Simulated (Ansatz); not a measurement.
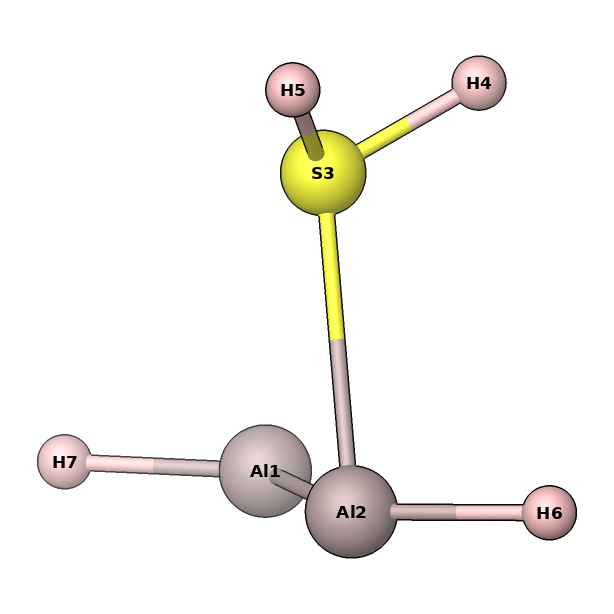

Al1 lies behind Al2. The molecule seen a little off the Al2–Al1 bond, Al2 in front. Atoms fade into the background with distance from the viewer. The computed structure is the end point of a PBE-D4/def2-SVP optimisation. No frequency run is at hand to confirm it as a minimum.

Q: What is the torsion angle S3–Al2–Al1–H7? The sign is positive where the front bond must turn clockwise to cover the back bond.

A: −90°, about perpendicular.
